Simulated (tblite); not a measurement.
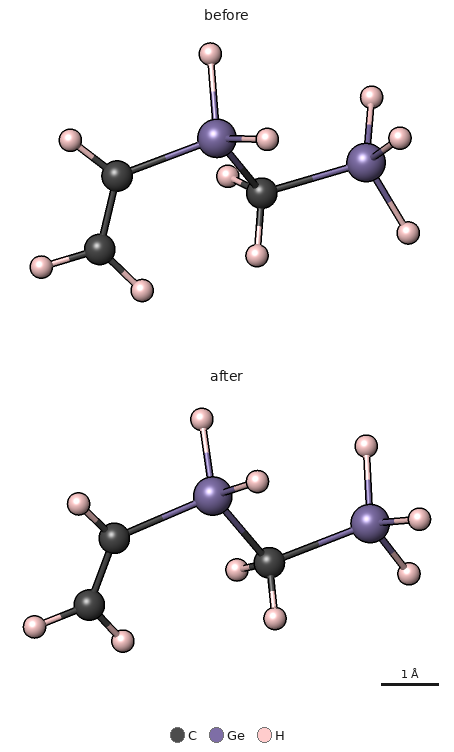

The structure of C3H10Ge2 before (top) and after (bottom) a relaxation, at one scale.

A ball-and-stick model, seen at a tilt.

Theory: GFN2-xTB geometry optimisation, gas phase in tblite. 

**What changed between the two?**

An H atom moves most after the best rigid fit: 0.61 Å. By element the largest moves are H 0.61 Å, C 0.23 Å, Ge 0.15 Å. Near-neighbour distances that change, for instance: Ge–H 1.559 → 1.494 Å, Ge–H 1.567 → 1.506 Å, C–Ge 1.904 → 1.954 Å, C–Ge 1.923 → 1.971 Å. Bond angles that change, for instance: Ge–C–H 122.7° → 116.6°, C–Ge–H 115.1° → 109.3°, Ge–C–H 114.3° → 109.3°. Groups turn about C–Ge by about 40°, C–Ge by about 30°. After 107 geometry steps the energy has fallen by 0.341 eV. Cost: 0.59 s on 1 thread of Intel(R) Xeon(R) Platinum 8488C (shared host).
